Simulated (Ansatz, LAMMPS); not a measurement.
## Molecular dynamics of liquid 1,4-dioxane at 320 K (126 atoms)

How do the atoms of liquid 1,4-dioxane at 320 K (126 atoms) move, and what local order do they keep?

Calculated with Ansatz 0.2.0; Kohn-Sham DFT, PBE+D4, PAW (set soft_2), plane waves.

### Step 1. The starting structure

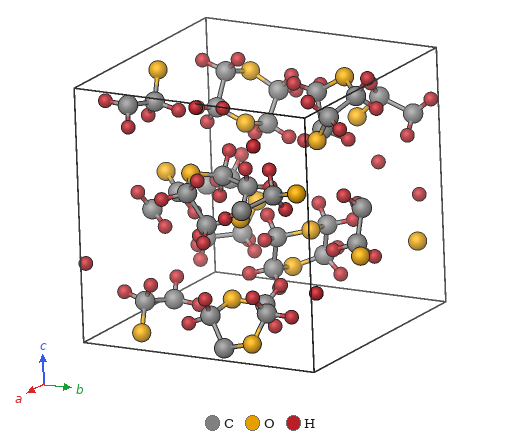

The cell as given, slightly off an axis (carbon grey, oxygen orange, hydrogen red). Bonds to atoms that aren't drawn are left out. Some periodic images of atoms are drawn too.

The cell holds 126 atoms: 36 C, 18 O and 72 H. Its edges and angles: a = 10.853 Å, b = 10.853 Å, c = 10.853 Å, α = 90.0°, β = 90.0°, γ = 90.0°. 9 1,4-dioxane placed at random, at 1.03 g/cm³; overlaps pushed apart, then 10 ps at 470 K with MMFF94 bonds, angles, torsions, charges and radii (Halgren, J. Comput. Chem. 17, 490 (1996)) in harmonic and 12-6 forms. Snapshot after 20 ps at 320 K and fixed volume.

Limits known from the start: The network of contacts between molecules at the start is that of the classical potential that made the cell. The density was typed from a rule of thumb and may lie off the real one at this temperature. Only the Γ point is sampled, in a cell whose shortest periodic width is 11 Å.

### Step 2. Single point at the start

The forces at the start show how far the geometry lies from a minimum of this functional.

Contents of input.yaml:

```yaml
crystal:
  lattice:
    - [10.85309, 0.0, 0.0]
    - [0.0, 10.85309, 0.0]
    - [0.0, 0.0, 10.85309]
  atoms:
    - { symbol: C, position: [0.83358, 0.37758, 0.58502] }
    - { symbol: C, position: [0.81031, 0.44497, 0.46104] }
    - { symbol: O, position: [0.74244, 0.55222, 0.47969] }
    - { symbol: C, position: [0.65682, 0.53922, 0.58188] }
    [... 116 atom lines left out ...]
    - { symbol: H, position: [0.88902, 0.67978, 0.22461] }
    - { symbol: H, position: [0.81334, 0.8015, 0.14199] }
    - { symbol: H, position: [0.9858, 0.51809, 0.98085] }
    - { symbol: H, position: [0.82792, 0.54377, 0.93754] }
    - { symbol: H, position: [0.91416, 0.4865, 0.20292] }
    - { symbol: H, position: [0.8587, 0.37857, 0.08093] }
kpoints:
  mp_grid: { grid: [1, 1, 1] }
hamiltonian:
  xc: pbe
  dispersion: d4
scf:
  occupations: { method: fixed }
output:
  forces: true
  stress: true
```

Command:

```sh
$ ansatz run input.yaml --threads 4 --pin off --max-ram 8192MiB --backend cpu --events-out ev --progress --plain --runs-dir out
```

The job ended after 10 s (4 threads of Arm Neoverse V1, shared host; peak memory 1.3 GiB; 39 s of CPU time).

The run gave:

| Property | Result |
| --- | --- |
| free energy | -20383.8635 eV |
| free energy per atom | -161.7767 eV/atom |
| SCF cycles | 10 |
| pressure | 1.42 GPa |
| r.m.s. force component | 0.9457 eV/Å |
| longest force | 4.649 eV/Å |
| Fermi energy | -0.3653 eV |

The r.m.s. force component of 0.95 eV/Å and the pressure of 1.4 GPa set the starting point.

Length of the force by element:

```tsv
element	coordination	atoms	mean length of the force (eV/Å)	spread	least	most
C	all	36	2.02	0.987	0.514	4.65
H	all	72	1.05	0.639	0.237	3.26
O	all	18	1.45	0.746	0.463	3.44
```

### Step 3. Dynamics at 320 K

A Langevin thermostat couples each atom to a heat bath, at the price of damped dynamics. The time step is 0.5 fs, short enough for the stretching of bonds to hydrogen.

Changes to input.yaml since step 2:

```diff
@@ -17 +17,8 @@
   stress: true
+md:
+  timestep: 0.5
+  n_steps: 532
+  ensemble: nvt_langevin
+  temperature: 320
+  initial_velocities: maxwell_boltzmann
+  seed: 2156
```

Run time: 56 min. Hardware: 4 threads; peak memory 1.3 GiB; 3.6 h of CPU time.

The run stopped at its limit before the end that the input asks for; the steps made so far are sound.

The trajectory, sampled:

```tsv
time (fs)	T (K)	potential (meV/atom)
0.0	317	0.0
14.5	345	-2.6
29.5	373	-6.5
44.0	352	-7.3
58.5	336	-6.3
73.5	318	-5.2
88.0	328	-7.1
102.5	304	-2.3
117.5	357	-9.2
132.0	334	-4.8
146.5	361	-10.8
161.5	355	-6.6
176.0	344	-3.7
190.5	337	-5.7
205.5	335	-7.1
220.0	301	-4.7
```

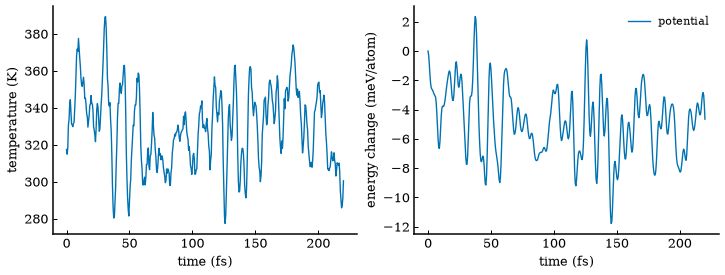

Temperature and energies against time.

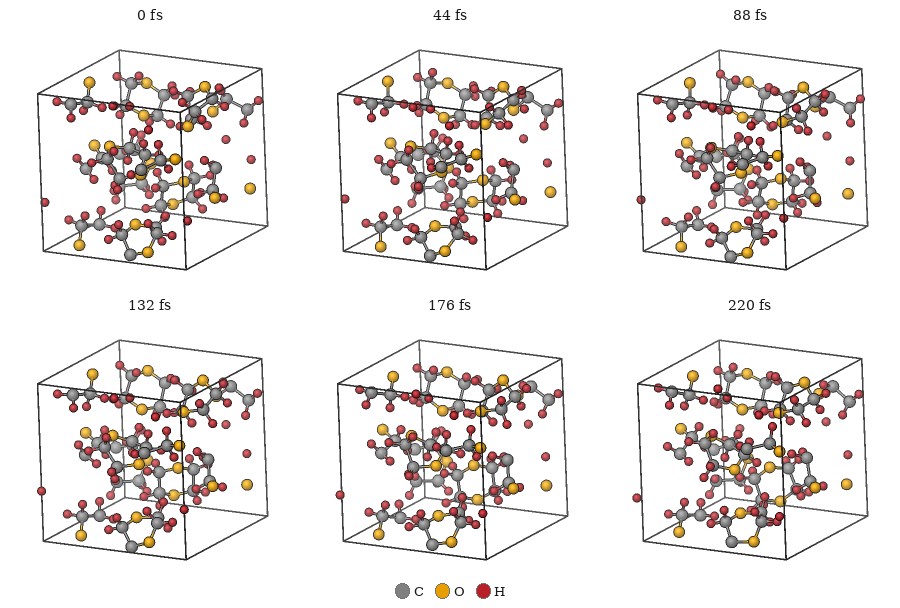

6 frames of the run. Bonds to atoms that aren't drawn are left out.

Mean square displacement from the first frame to the last: C 0.36 Å², O 0.43 Å², H 0.69 Å².

Table of mean square displacement by time lag:

```tsv
time lag (fs)	C (Å²)	H (Å²)	O (Å²)
0.5	1.7e-5	2.0e-4	1.4e-5
9.5	0.00475	0.0353	0.00440
18.5	0.0115	0.0564	0.0128
27.5	0.0176	0.0682	0.0223
32.0	0.0216	0.0847	0.0280
41.5	0.0326	0.114	0.0419
50.5	0.0439	0.129	0.0562
59.5	0.0551	0.156	0.0708
68.5	0.0667	0.174	0.0859
78.0	0.0814	0.198	0.103
82.5	0.0891	0.213	0.111
91.5	0.105	0.238	0.129
100.5	0.121	0.264	0.149
110.0	0.139	0.291	0.170
```

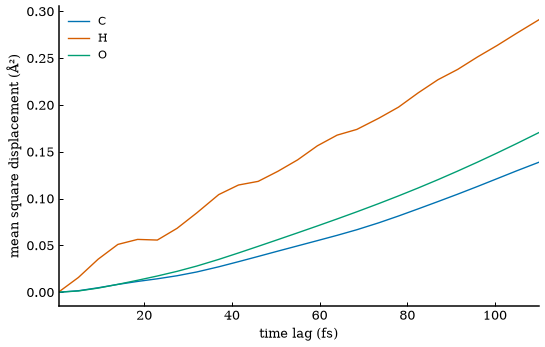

Mean square displacement against time lag.

Over the second half of 220 fs the temperature averages 330 K with swings of 20 K r.m.s. From first frame to last H has the largest mean square displacement, 0.69 Å² at the end; the farthest move is 1.71 Å. The run spans 0.22 ps, too short for its means to be equilibrium values.

### Step 4. Structure statistics late in the run

The g(r) is a mean over the second half; what follows it is taken at the last frame.

Bonds before and after, by the cutoffs listed below:

```tsv
pair	bonds before	bonds after	mean before (Å)	mean after (Å)	spread before (Å)	spread after (Å)
H-C	72	72	1.094	1.109	0.032	0.033
C-C	18	18	1.520	1.535	0.034	0.038
C-O	36	36	1.435	1.439	0.032	0.040
```

Density 1.03 g/cm³, 10.15 Å³ an atom.

Mean of 14 frames. g(r), total and by pair (bins of 0.2 Å):

```tsv
r (Å)	total	H-H	H-C	H-O	C-C	C-O	O-O
1.00	1.69	0.00	5.15	0.00	0.00	0.00	0.00
1.20	2.09	0.00	6.39	0.00	0.00	0.00	0.00
1.40	1.19	0.00	0.00	0.00	1.53	13.06	0.00
1.60	0.48	0.18	0.00	0.00	4.53	0.60	0.00
1.80	0.66	1.99	0.00	0.03	0.00	0.00	0.00
2.00	1.00	0.21	0.50	4.69	0.00	0.00	0.00
2.20	1.28	0.40	2.45	2.00	0.21	0.01	0.00
2.40	1.04	1.37	0.11	0.33	2.26	3.90	0.00
2.60	0.97	1.51	0.47	1.17	0.85	0.80	0.16
2.80	0.87	0.83	0.73	1.46	1.03	0.00	1.99
3.00	0.75	0.91	0.88	0.82	0.05	0.04	1.28
3.20	0.80	0.78	1.27	0.64	0.00	0.28	0.09
3.40	0.95	0.83	0.98	1.77	0.12	0.67	0.02
3.60	0.88	1.09	0.96	0.67	0.42	0.72	0.30
3.80	1.00	1.06	1.25	0.70	0.72	0.74	0.70
4.00	0.91	1.23	0.85	0.69	0.66	0.57	0.82
4.20	0.89	1.02	0.86	0.74	0.87	0.83	0.65
4.40	0.93	0.96	0.93	0.81	1.10	0.77	1.30
4.60	1.00	0.96	1.04	0.94	1.33	0.65	1.42
4.80	1.06	1.12	1.02	0.93	1.09	1.03	1.29
5.00	1.02	1.00	0.98	0.98	1.30	1.05	1.39
5.20	1.02	1.00	1.01	1.01	1.10	1.02	1.47
```

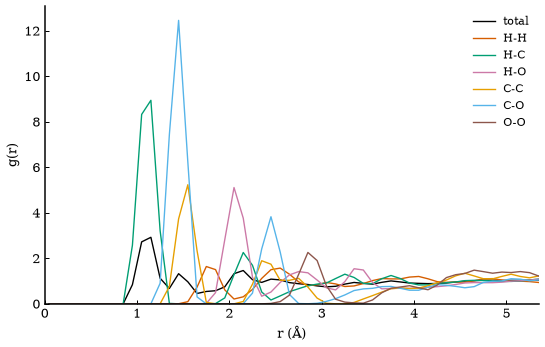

Pair distribution functions, lightly smoothed.

Bonds by pair of elements; cutoffs follow the first minimum of g(r), held within bounds set by covalent radii, and pairs that aren't listed don't count as bonded:

```tsv
pair A-B	cutoff (Å)	bonds	mean length (Å)	spread (Å)	shortest (Å)	B about A	A about B
H-C	1.34	72	1.11	0.033	1.04	1	2
C-C	1.85	18	1.53	0.038	1.47	1	1
C-O	1.73	36	1.44	0.04	1.36	1	2
```

How many atoms have how many bonded neighbours:

```tsv
element	mean	1	2	4
C	4	0	0	36
H	1	72	0	0
O	2	0	18	0
```

Bond angles, per cent of each kind in bins of 5°:

```tsv
angle (°)	H-C-O	C-C-H	H-C-H	C-C-O	C-O-C
95–100	2.8	0.0	11.1	0.0	0.0
100–105	29.2	11.1	5.6	2.8	0.0
105–110	36.1	37.5	41.7	25.0	16.7
110–115	25.0	38.9	36.1	58.3	50.0
115–120	6.9	11.1	5.6	11.1	33.3
120–125	0.0	1.4	0.0	2.8	0.0
```

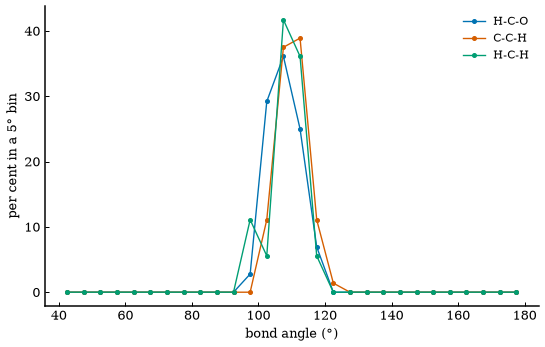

Distributions of the most common bond angles.

Bond angles (no mean is given where the spread exceeds 20°):

```tsv
angle	count	mean (°)	spread (°)
H-C-O	72	108	4.4
C-C-H	72	110	4
H-C-H	36	108	4.7
C-C-O	36	112	3.5
C-O-C	18	113	3.1
```

Rings of the network by King's shortest-path rule, up to 12 atoms, one path for each pair of neighbours; H, halogens, alkali and alkaline-earth atoms are left out, and the last column divides by all other atoms, bonded or not:

```tsv
ring size (atoms)	rings	per network atom
6	9	0.167
```

For some of the pairs, g(r) has its first main peak near 1.8 Å (H-H), 1.1 Å (H-C), 2.1 Å (H-O), 1.5 Å (C-C), 1.4 Å (C-O) and 2.9 Å (O-O). Counting bonds as in the table, all C atoms have 4, all H atoms have 1 and all O atoms have 2 bonded neighbours. The H-C-O angle averages 108° with a spread of 4°. All rings counted have 6 atoms.

### Step 5. What came out

| Item | Value |
| --- | --- |
| mean temperature, second half | 330.4 K |
| temperature swing, second half | 20.35 K |
| mean pressure, second half | -0.0914 GPa |
| wall time of the 2 DFT runs | 56 min |

What this shows: Over the second half of 220 fs the temperature averages 330 K with swings of 20 K r.m.s. The run spans 0.22 ps, too short for its means to be equilibrium values. Counting bonds as in the table, all C atoms have 4, all H atoms have 1 and all O atoms have 2 bonded neighbours.

Caveats: The force components of 0.95 eV/Å r.m.s. come partly from thermal motion and partly from the difference between the classical potential and DFT, above all in bond lengths inside molecules. The network of contacts between molecules at the start is that of the classical potential that made the cell; DFT moved the atoms only locally, and no bond changed. The pressure of a single frame lacks the kinetic term.

[Logs are printed without paths, hosts, clocks, repeated set-up lines and the standing remarks that a program may print on its own settings, such as how far it seeks lower states.]

[Hosts, paths, dates, database ids (printed as entryN), source tags and the programs' standing remarks are cut or masked in the printed files.]

[The MMFF94 radii named for the starting cell were scaled by 0.96; in molecules described by MMFF94, hydrogen bound to N, O or S took a small fixed 12-6 site in their place.]
